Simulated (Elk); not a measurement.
Band structure of HfBRh3 (Pm-3m, 5 atoms in the cell).

```xyz
5
Lattice="4.0953 0.0000 0.0000 0.0000 4.0953 0.0000 0.0000 0.0000 4.0953" Properties=species:S:1:pos:R:3 pbc="T T T"
Hf     0.0000     0.0000     0.0000
B      2.0476     2.0476     2.0476
Rh     0.0000     2.0476     2.0476
Rh     2.0476     0.0000     2.0476
Rh     2.0476     2.0476     0.0000
```

Method of the run: PBEsol, all-electron FP-LAPW, Elk's shipped species files, APW+lo basis with extra local orbitals (Elk 10.2.4).

Settings: xctype = 22; rgkmax = 7.5; stype = 0; swidth = 0.00183747 Ha; ngridk = 6 6 6; gmaxvr = 18 1/bohr; lmaxapw = 10; lmaxo = 8; nxlo = 2; lorbcnd = true; lradstp = 2; nrmtscf = 2; rmtscf = 0.82; lmaxi = 4.

The starting cell comes from a database of computed structures (which also holds hypothetical and non-ambient phases and stackings), without a prior relaxation at this level. Spin-orbit coupling is off. Spin polarisation is off. Values depend on the basis (sphere radii, cutoffs, local orbitals), which need not be converged.

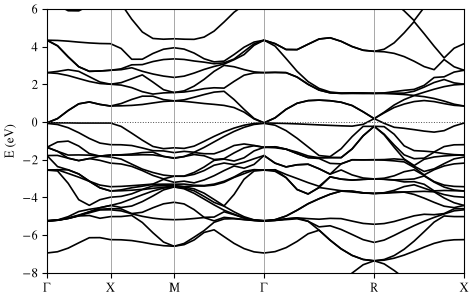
Fig. 1. Bands along the path, energies from the Fermi level.

Levels in eV from the Fermi level, bands 37 to 44:
| point | 37 | 38 | 39 | 40 | 41 | 42 | 43 | 44 |
|---|---|---|---|---|---|---|---|---|
| Γ | -1.35 | -1.35 | -0.08 | -0.05 | -0.05 | -0.05 | 2.61 | 2.61 |
| X | -1.76 | -1.76 | -1.21 | -0.06 | 0.84 | 0.84 | 2.00 | 2.00 |
| M | -1.93 | -1.91 | -1.63 | -1.38 | 1.12 | 1.12 | 1.56 | 1.56 |
| R | -0.24 | -0.24 | -0.24 | 0.17 | 0.17 | 0.17 | 1.51 | 1.51 |

Bands cross the Fermi level along this path, so the cell is metallic at this level.
